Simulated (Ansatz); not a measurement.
**TiCo (Pm-3m): the Drude term of Re ε in the infrared**

Re ε of TiCo (Pm-3m) at low photon energies is read from one computed spectrum; the carriers' damping was typed as γ = 0.05 eV.

Cell: a, b, c = 2.986, 2.986, 2.986 Å (primitive vectors), 2 atoms.

Method: Ansatz 0.2.0, PBEsol, independent particles, k-mesh 14×14×14 with interpolation inside its cells, Gaussian parameter 0.1 eV.

Launch of the response step: `ansatz run input.yaml --threads 4 --pin off --max-ram 8192MiB --backend cpu --events-out ev --progress --plain --runs-dir out`. The run took 33 s, on 4 threads of Intel(R) Xeon(R) Processor @ 2.50GHz (Skylake/Cascade Lake) (shared host).

```tsv
photon energy E (eV)	wavelength (µm)	Re ε
0.25	4.96	-487.0
0.30	4.13	-335.3
0.35	3.54	-242.7
0.40	3.10	-182.5
0.50	2.48	-110.5
0.60	2.07	-72.3
0.70	1.77	?
```

A Drude term over a constant background gives Re ε = ε_b − ωp²/(E² + γ²), linear in 1/(E² + γ²).

Working, on the rows shown:

| x = 1/(E² + γ²) (eV⁻²) | y = Re ε |
| --- | --- |
| 15.3846 | -487 |
| 10.8108 | -335.3 |
| 8 | -242.7 |
| 6.15385 | -182.5 |
| 3.9604 | -110.5 |
| 2.75862 | -72.3 |

Means: x̄ = 7.8447, ȳ = -238.38. Σ(x − x̄)(y − ȳ) = -3599, Σ(x − x̄)² = 109.5. Slope = -3599 / 109.5 = -32.87; intercept = ȳ − slope · x̄ = 19.457. The line misses the rows shown by at most 1.1.

Q: What does the fit predict for the withheld row, and how well does it do?

A: At x = 2.0305 the line gives y = -47.28. The run gave -55.0, so the extrapolation is off by 7.7, 1.8 % of the range in the table.

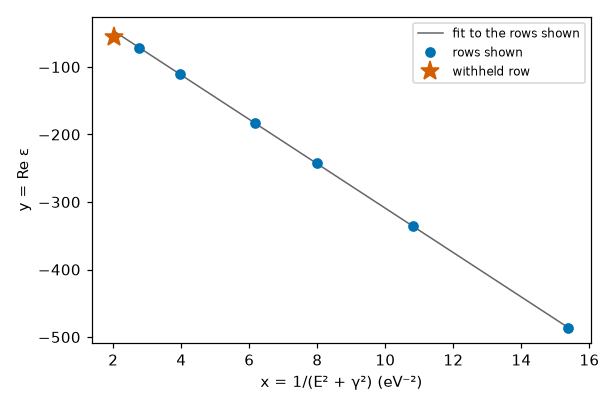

Refitted with all rows, the slope is -32.59 and the intercept 16.405. These give ωp = √(−slope) = 5.71 eV, against 5.70 eV from the program's Fermi-surface sum, and an intercept of 16.4. Taking the program's Drude term off the rows leaves 14 at the lowest energy and 11 at the highest, so the background isn't constant: interband transitions lie in or near the window, and neither fitted number can be trusted. The values come from a sum over the points of one k-mesh and carry its error, which is largest for Fermi-surface quantities.

[Logs are printed without paths, hosts, clocks, repeated set-up lines and the standing remarks that a program may print on its own settings, such as how far it seeks lower states.]
